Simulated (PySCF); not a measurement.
NaTl (charge +1, doublet)

```xyz
2

Na    0.0000    0.0000   -3.2540
Tl    0.0000    0.0000    0.3650
```

Core potentials replace the inner electrons of Tl.

Level of theory: PBE0/aug-cc-pVDZ(-PP), non-relativistic Hamiltonian with scalar-relativistic core potentials where named, at a bond length of 3.619 Å (PySCF).

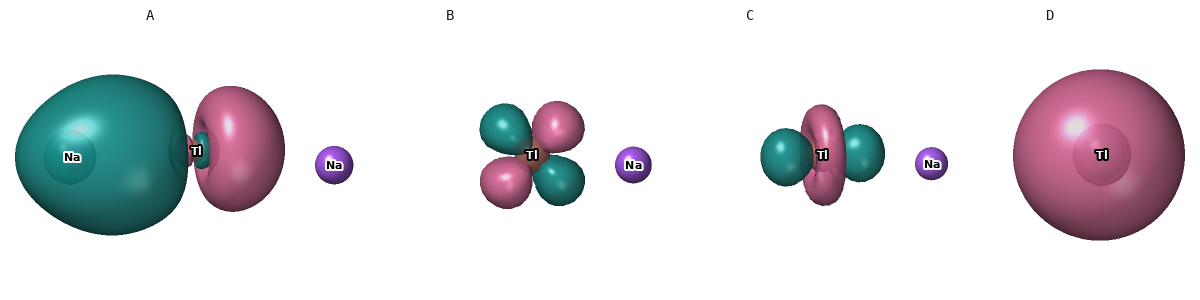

Figure 1. Four frontier β-spin orbitals, each drawn at the value that holds 80 % of its norm (teal and pink are the two phases), in no order; of a degenerate pair one member is drawn.

**Label each orbital by symmetry, say whether it is occupied, and order them by energy.**

Orbital B: π, occupied in this spin, −22.21 eV; almost wholly on Tl.
Orbital C: σ, occupied in this spin, −22.15 eV; almost wholly on Tl.
Orbital D: σ, occupied in this spin, −14.73 eV; almost wholly on Tl.
Orbital A: σ, empty in this spin, −6.22 eV; shared between the atoms (Na 40 %, Tl 60 %).

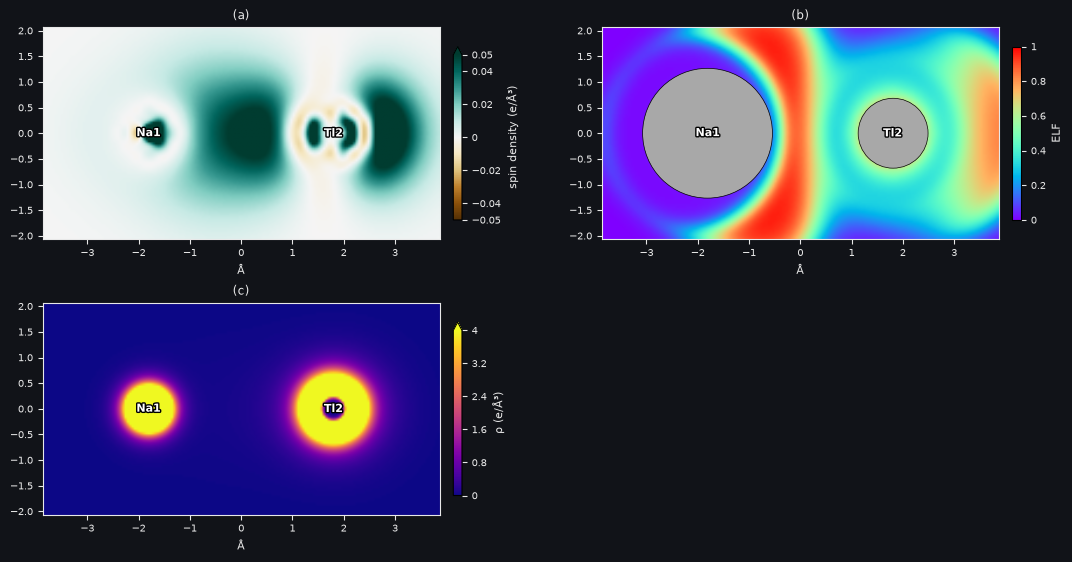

Figure 2. (a) spin density (α minus β); (b) electron localisation function; (c) electron density on a plane that holds the molecular axis. Grey discs cover the atomic cores in the ELF map.

**What do the fields say about this system?**

- The plane passes through Na and Tl nuclei.
- Na–Tl (3.62 Å): ρ at the midpoint is about 0.08 e/Å³; the ELF peaks at about 0.85 in the valence shell of Tl, 1.9 Å from its nucleus, and is about 0.85 at the midpoint.
- The unpaired spin (1 electron) lies mostly on Tl2 (about 0.6) and Na1 (about 0.4), in electrons by Hirshfeld's partition.

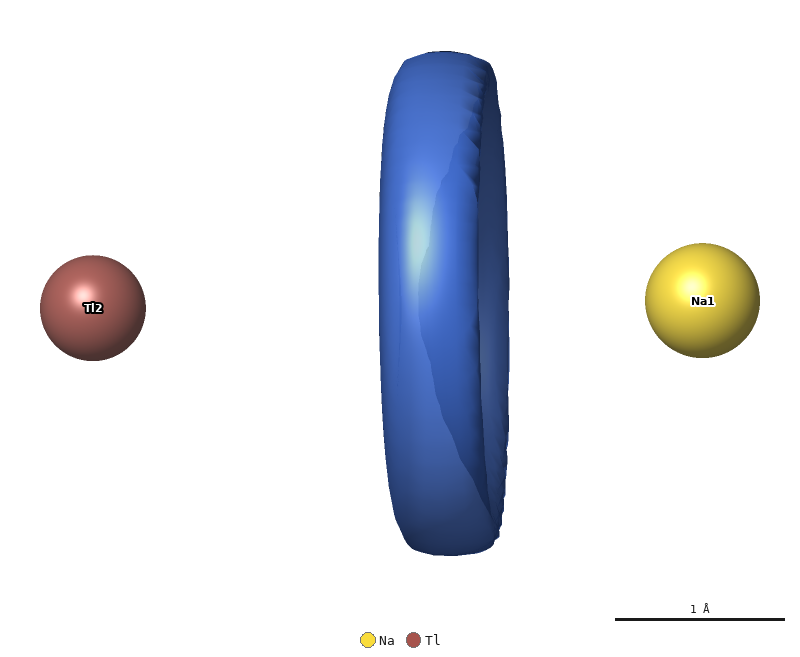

Figure 3. Isosurface of the ELF at 0.85 (blue), seen from one side. Only the valence region is drawn (cores and ρ < 0.01 e/Å³ removed).

**Identify the bonds, lone pairs and shells in this picture.**

At this value the surface marks out one lobe of the valence shell of Na pointing towards Tl (polar bonds).
